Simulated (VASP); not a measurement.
Energy against volume of Ge (diamond). Computed with LDA (Ceperley-Alder, Perdew-Zunger), VASP's LDA PAW potentials (set 64) (plane waves; VASP).

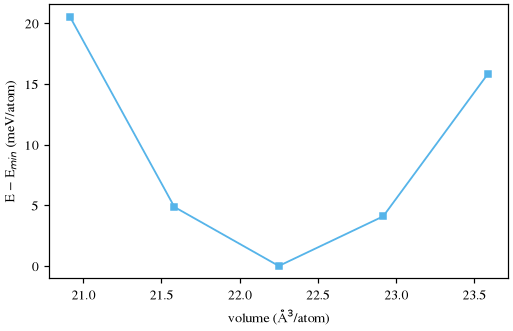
Fig. 1. Energy against volume

Task: Estimate the equilibrium volume and the bulk modulus.

Result: The minimum lies near 22.3 Å³/atom, and the curvature gives B0 of about 72 GPa.

Measured: bulk modulus 77.3 GPa at 0 K (computed value off by -7.1 %), as given by Tanner et al., (2021), arXiv:2110.11888 [low-temperature value with the zero-point effect removed]; a 5.644 Å at 0 K (computed value off by -0.3 %), as given by Daniel Mejia-Rodriguez et al., Physical Review B (2018), arXiv:1807.09216 [static lattice: zero-point anharmonic expansion removed].

The compound is Ge in the diamond structure. It was relaxed first.
